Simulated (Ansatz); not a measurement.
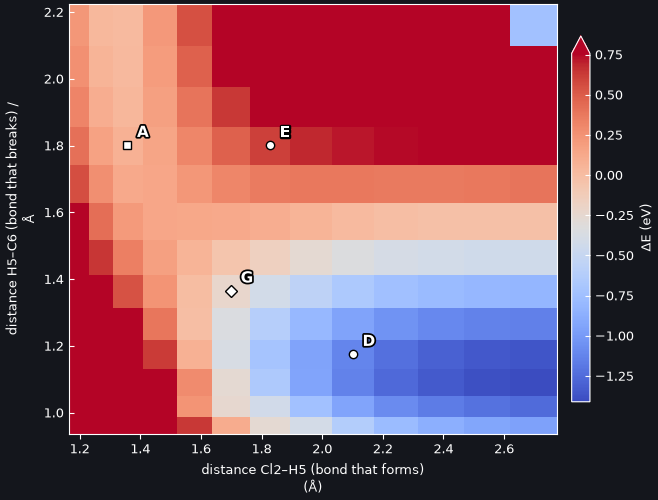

The reacting system CH6ClGa (fragments ClGaH₂ + CH₄ where the first distance is long, CH₅Ga + ClH where the second is long). First axis: distance Cl2–H5 (bond that forms). Second axis: distance H5–C6 (bond that breaks). Relaxed at each point: all other coordinates. The grid has 13 × 13 points. Points are written as (first, second). Energies: eV, counted from a guessed transition structure relaxed with its forming and breaking bonds held. Energies and slopes of some neighbouring points disagree (a jump in structure or state, or too coarse a mesh). The reference is spin-restricted, so regions where a bond is pulled apart into radicals lie too high. Method: Ansatz, RKS PBE-D4/def2-SVP.

In the figure: one coloured cell a grid point, one colour for all values above the top of the scale, lettered points.

> Rank the lettered points by energy, lowest first.

D (−1.12 eV), G (−0.23 eV), A (0.07 eV), E (0.61 eV).
